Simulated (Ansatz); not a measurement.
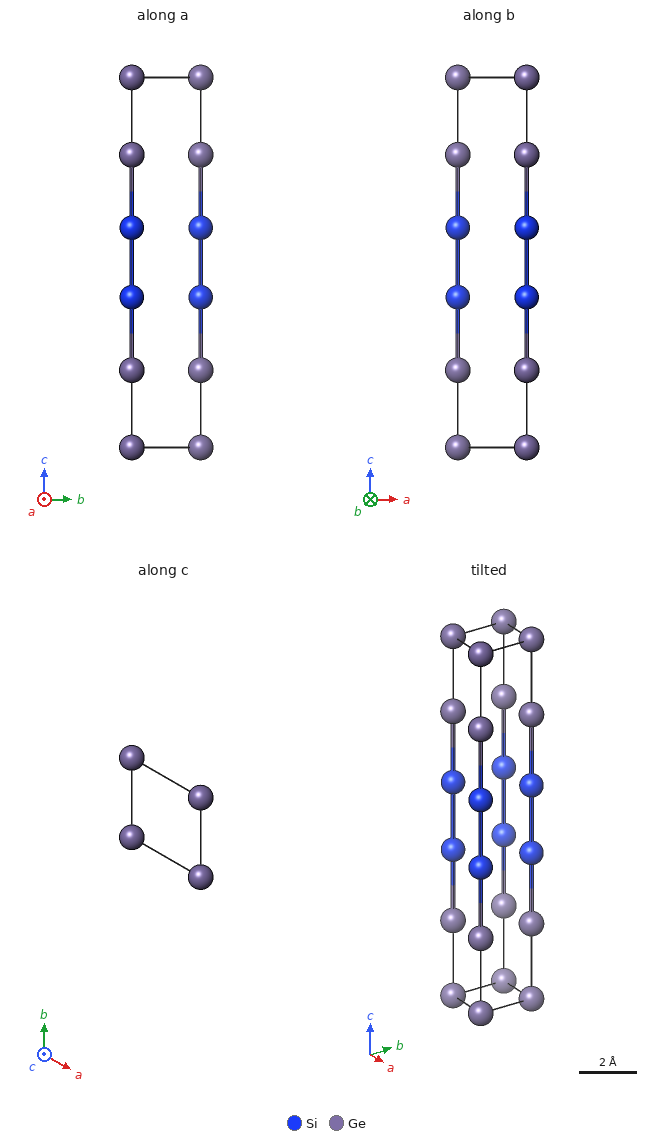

The figure gives a ball-and-stick picture of the atoms, viewed along the a axis, along the b axis, along the c axis and slightly off an axis. The conventional unit cell is drawn as a box.

Lattice parameters: a = 2.799 Å, b = 2.799 Å, c = 13.024 Å, α = 90.00°, β = 90.00°, γ = 120.00°.

**Reconstruct the structure as a table of Wyckoff sites, with free fractional coordinates to two decimals.**

Space group P6/mmm (No. 191).
| atom | site | x | y | z |
| --- | --- | --- | --- | --- |
| Si | 2e | 0.00 | 0.00 | 0.41 |
| Ge | 2e | 0.00 | 0.00 | 0.79 |
| Ge | 1a | 0.00 | 0.00 | 0.00 |

The structure comes from a structure type filled with these elements by a generator (whether the compound takes this form wasn't checked). Earlier steps of the study may have refined or changed the cell and positions. Ansatz was used for an electronic-structure calculation on it.
